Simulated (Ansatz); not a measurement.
Input

```
crystal:
  periodic: [false, false, false]
  atoms:
    - {symbol: B, position_ang: [-0.898488, 0.765536, 0.110620]}
    - {symbol: Ge, position_ang: [0.462735, -1.006198, -0.658157]}
    - {symbol: Si, position_ang: [0.893889, 0.986310, 0.384438]}
    - {symbol: H, position_ang: [-2.074675, 0.706562, -0.025801]}
basis:
  gaussian:
    orbitals: def2-TZVPD
hamiltonian:
  xc: pbe0
output: {forces: true, orbitals: {seedname: orbitals}}
```

Command:

```sh
ansatz run input.yaml --threads 1 --pin off --max-ram 2610MiB --events-out events.jsonl --progress --plain --runs-dir runs
```

Geometry: B3LYP/6-31G*.

These are results of isolated molecule in a Gaussian basis; Kohn-Sham density functional theory, functional PBE0 in Ansatz 0.2.0, not measurements.

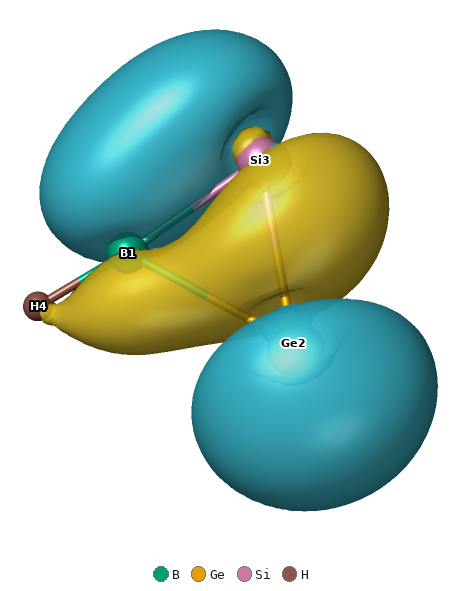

BGeHSi (SMILES [BH]1[Si]#[Ge]1). The HOMO at ±0.1 Å⁻³ᐟ² (yellow and cyan are the two phases), seen at a tilt.

> Describe this orbital and give its energy.

Its weight (Hirshfeld) is mainly on Ge2 (about 50 %), Si3 (about 30 %) and B1 (about 20 %); it is symmetric in the molecular plane (an in-plane orbital: σ, lone-pair or in-plane π type). Its energy is −6.46 eV.
